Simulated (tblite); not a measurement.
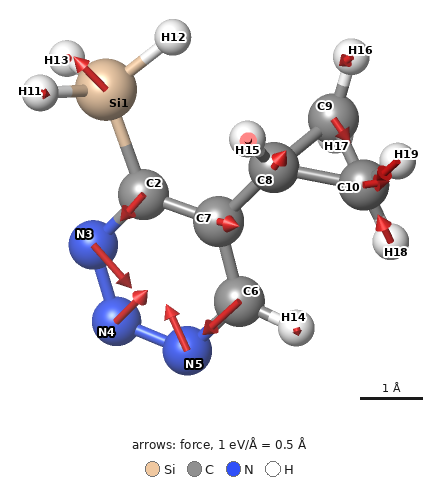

Starting geometry of C₆H₉N₃Si with the computed forces as red arrows. Style: ball-and-stick. Shown at a tilt.

Method: GFN2-xTB geometry optimisation, gas phase in tblite. 

What follows when this structure is relaxed?

Answer. It isn't relaxed: the largest force vector, on N3, is 1.92 eV/Å. The final displacements have little in common with the starting forces (cosine between the two patterns 0.10). After 151 geometry steps the energy has fallen by 0.493 eV. H13 moves most after the best rigid fit: 1.66 Å. By element the largest moves are H 1.66 Å, C 0.72 Å, N 0.45 Å, Si 0.41 Å. Near-neighbour distances that change, for instance: Si1–C2 1.847 → 1.897 Å, N3–N4 1.333 → 1.290 Å, C9–C10 1.530 → 1.489 Å, C10–H19 1.120 → 1.079 Å. Among the angles between lasting bonds that change: H11–Si1–H13 105.4° → 112.3°, C7–C8–C9 114.5° → 120.5°, Si1–C2–C7 122.5° → 126.9°. Groups turn about C7–C8 by about 55°, Si1–C2 by about 45°.
